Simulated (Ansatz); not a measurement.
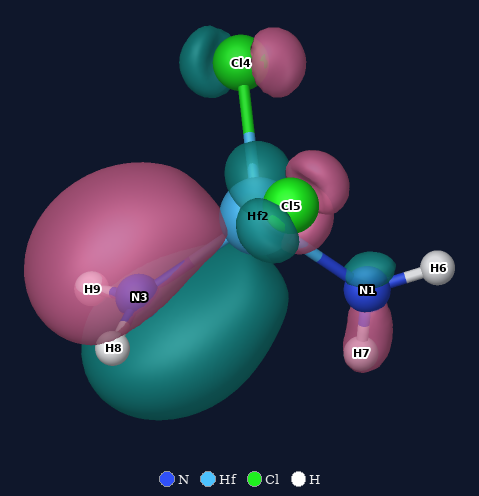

The picture shows: Cl₂H₄HfN₂. The HOMO−1 at ±0.08 Å⁻³ᐟ² (teal and pink are the two phases), seen at a tilt.

Geometry: PBE0-D4/def2-TZVP; core potentials replace the inner electrons of Hf.

Level of theory: Ansatz, RKS PBE0-D4/def2-TZVPP.

```xyz
9

N    -0.6923    1.4615   -0.4863
Hf   -0.1272   -0.0968    0.6549
N     0.8988   -1.3049   -0.5779
Cl   -2.0529   -1.2041    1.4560
Cl    1.2814    0.6829    2.3822
H    -1.2305    2.2531   -0.1596
H    -0.4877    1.5839   -1.4672
H     1.9016   -1.2936   -0.7076
H     0.5088   -2.0819   -1.0946
```

Q: What is the character of this orbital?

A: It lies mainly on N3 (about 70 %) and Hf2 (about 15 %); largely a lone pair of N3. Its energy is −8.08 eV.
